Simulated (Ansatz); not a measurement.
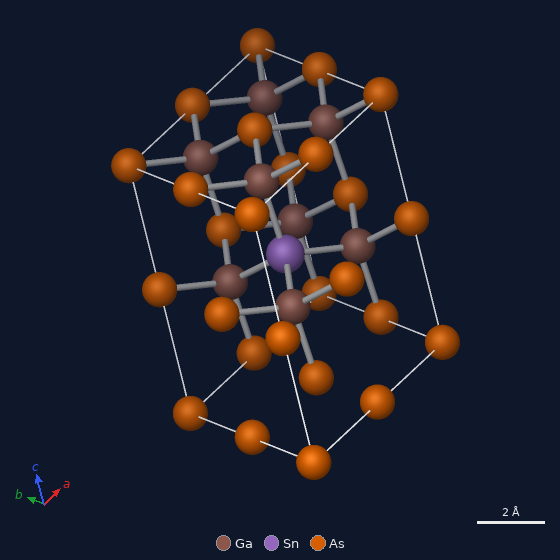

Crystal structure, ball-and-stick style, seen slightly off an axis. The edges of the supercell are marked. The host is GaAs, in a cell of 16 sites, and the cell carries a charge of -1.

Question: What imperfection does the supercell contain?

Answer: Tin on an arsenic site (a substitutional impurity). It is bonded to four Ga in a tetrahedral arrangement at about 2.5 Å.

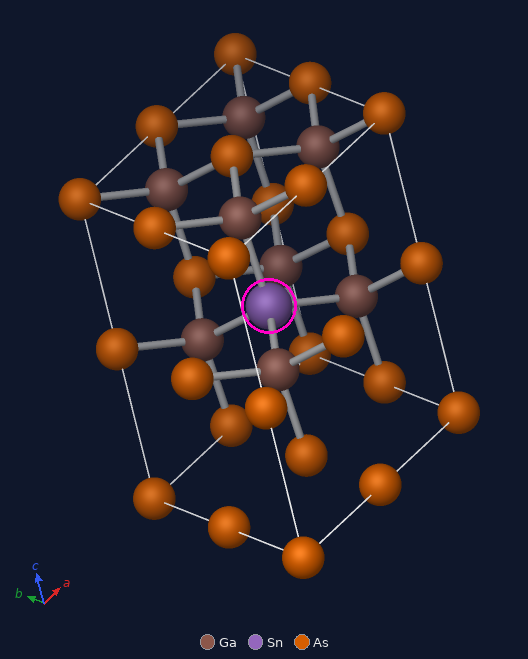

The same cell with a ring at the defect's site.

The atoms were relaxed in the host's cell with DFT LDA, scalar-relativistic, plane waves, PAW (Ansatz 0.2.0).
